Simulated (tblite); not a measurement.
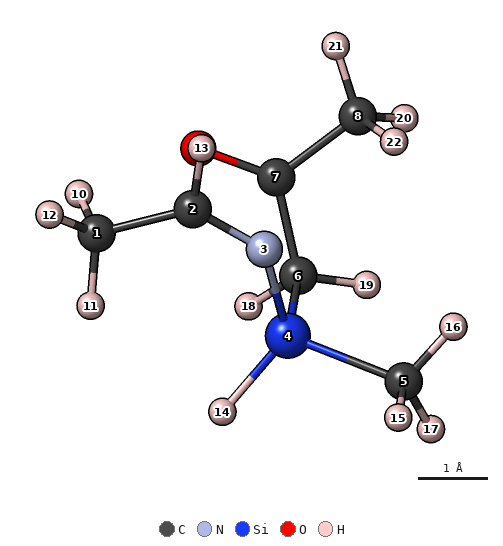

Fig. 1: The structure (ball-and-stick view, seen at a tilt; atoms are numbered from 1 in the order of the input). Bond lengths as drawn: C–C 1.48 to 1.51 Å, C–H 1.08 to 1.09 Å, C–N 1.25 Å, C–O 1.21 Å, C–Si 1.89 to 1.93 Å, H–Si 1.47 Å and N–Si 1.72 Å.

Frequency calculation, with input and output: C₆H₁₃NOSi

- system: C₆H₁₃NOSi
- method: GFN2-xTB harmonic vibrations, gas phase (tblite 0.8.0)

It belongs to a series of runs on one base structure; here: H on C replaced by COCH3.

## Log
```
mode    cm-1     km/mol
  1      18.2      3.16
  2      59.4      2.54
  3      75.9      9.83
  4     107.3      0.01
  5     110.1      0.65
  6     116.6      0.11
  7     120.6      3.88
  8     143.5      0.10
  9     162.1      1.72
 10     178.8      1.50
 11     237.0      7.63
 12     359.3     19.68
 13     382.7      4.08
 14     499.3     21.60
 15     529.7     17.51
 16     549.8      1.99
 17     636.3     80.92
 18     662.2    101.41
 19     681.0     53.84
 20     740.9     31.78
 21     769.9     19.47
 22     774.4     21.84
 23     818.7     57.94
 24     832.0    186.76
 25     844.8    161.87
 26     889.9     38.87
 27     973.4     34.65
 28     981.7     30.75
 29    1003.0     12.67
 30    1014.9      4.13
 31    1108.2      1.99
 32    1111.3     45.77
 33    1158.0    135.06
 34    1217.0    206.97
 35    1329.7      0.91
 36    1362.7     38.18
 37    1368.0     41.52
 38    1376.1     14.18
 39    1444.9     22.98
 40    1449.3      0.97
 41    1453.6      5.45
 42    1458.5      4.92
 43    1467.3      7.54
 44    1485.1      0.07
 45    1494.5      0.42
 46    1731.0    107.08
 47    1758.0    564.64
 48    2158.7    340.99
 49    2924.3     56.91
 50    2997.2      1.38
 51    3023.2      9.92
 52    3023.7     14.56
 53    3029.9      9.85
 54    3033.3     25.50
 55    3039.4     11.52
 56    3043.5     29.50
 57    3051.3     31.07
 58    3053.3     17.55
 59    3053.8     32.43
 60    3060.1     23.00
```

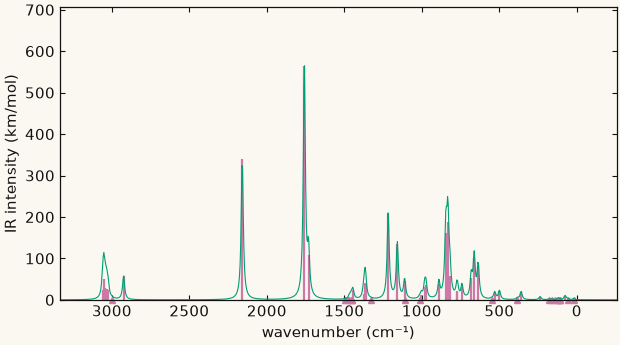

Fig. 2: Harmonic infrared spectrum, unscaled: sticks (degenerate modes added up, dark ones marked on the axis) with a Lorentzian envelope of 16 cm⁻¹ full width, scaled to the tallest stick. 60 modes from 18 to 3060 cm⁻¹, none imaginary. The strongest line is at 1758 cm⁻¹ (565 km/mol).

The run was set up as follows.

## Input file
```
{"job": {"kind": "ir", "xc": "GFN2-xTB", "basis": "xTB"}, "charge": 0, "multiplicity": 1}
C     -2.227414     1.465816    -1.160752
C     -1.459833     1.497217     0.110349
N     -0.899086     0.534298     0.686123
Si    -0.600930    -1.106256     0.278934
C     -0.295144    -1.964895     1.939276
C      1.032221    -1.073053    -0.755718
C      1.423259     0.346311    -0.932242
C      2.387487     0.874948     0.100732
O      0.958964     1.050759    -1.802894
H     -1.516307     1.683829    -1.959254
H     -2.642901     0.477584    -1.338148
H     -3.008028     2.221438    -1.176365
H     -1.351253     2.479694     0.574587
H     -1.587541    -1.861933    -0.513506
H     -1.212526    -2.022853     2.514580
H      0.434382    -1.431467     2.540631
H      0.067385    -2.977348     1.795273
H      0.824785    -1.519285    -1.724841
H      1.806942    -1.643534    -0.253175
H      3.317727     0.311689     0.065790
H      2.592961     1.927344    -0.076379
H      1.944441     0.749084     1.086149
```

The first line tells a small driver script what to run in tblite; the rest is the geometry in Å.

Launched with:
```bash
OMP_NUM_THREADS=1 python <driver script> task.json out
```

## Key numbers

```csv
quantity,value
outcome,converged
total energy,−766.8446 eV
zero-point energy,110.8460 kcal/mol
hardware,"1 CPU thread, shared host"
wall time,1.1 s
peak memory,0.19 GiB
```
